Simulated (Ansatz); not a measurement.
## Fields on a plane of Hf (hcp, Mg type)

```
Hf
1.0
    3.20421     0.00000     0.00000
   -1.60210     2.77493     0.00000
    0.00000     0.00000     5.06906
Hf
2
Direct
  0.33333   0.66667   0.75000
  0.66667   0.33333   0.25000
```

The slice is a (0001) plane (indices of the conventional cell) through the point (0.333, 0.667, 0.750) (fractional), spanned by u = [110] and v = [1 -1 0] in vectors of this cell: u (3.20 Å) and v (5.55 Å, at 90° to u). It covers one period; positions are fractions (u, v).

Atoms on it: Hf at (0.00, 0.00); Hf at (0.50, 0.50).

Level of theory: PBE (plane waves to 420 eV, PAW, scalar-relativistic; Ansatz, a first-principles code). k mesh 17×17×9. These are valence fields of a PAW run, semicore shells included where kept as valence: close to a nucleus they are smooth pseudo fields. Hf is run without spin polarisation. Hf was relaxed with its symmetry unable to fall. Spin-orbit coupling is left out, though Hf is heavy.

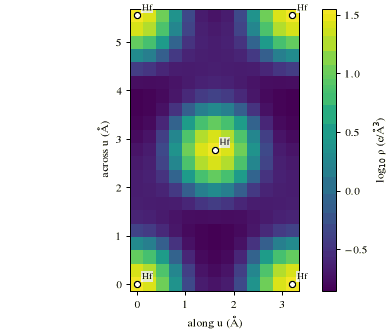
Fig. 1. Log₁₀ of the valence density in e/Å³, one period of the plane, atoms marked. The scale is logarithmic, as a density can span decades between atoms and voids.

```
|xxxxxxxx  ==##==  xxxxxx|
|xxxxxxxx..##%%##..xxxxxx|
|xxxxxx  ++%%@@%%++  xxxx|
|    ..==##@@@@@@##==..  |
|==++++**************++++|
|####**==..      ..==**##|
|%%##==  xxxxxxxxxx  ==##|
|##++  xxxxxxxxxxxxxx  ++|
|**==  xxxxxxxxxxxxxx  ==|
|**--  xxxxxxxxxxxxxx  --|
|##==  xxxxxxxxxxxxxx  ==|
|%%##..xxxxxxxxxxxxxx..##|
|@@%%++  xxxxxxxxxx  ++%%|
|@@@@##==..      ..==##@@|
|********++++==++++******|
|    ..==**######**==..  |
|xxxxxx  ==##%%##==  xxxx|
|xxxxxxxx  ++##++  xxxxxx|
|xxxxxxxx  ==**==  xxxxxx|
|xxxxxxxx  --**--  xxxxxx|
```
Scale: ten equal steps from 1.00 (start of ' ') to 9.35 (end of '@'), in the order ' .:-=+*#%@'. Values: electrostatic potential energy of an electron, from the cell's mean, in eV. The map has 12 points along u (two characters each, u = 0 at the left) and 20 along v (v = 0 in the bottom row). Points within 1 Å of a nucleus are blanked (x), as the pseudised field means little there. Values under 1 eV are set to 1. The zero, the cell's mean, hangs on the PAW cores.

The density on the Hf–Hf line (3.20 Å) at its midpoint comes out as 0.19 e/Å³. The ELF at that point comes out as 0.29.
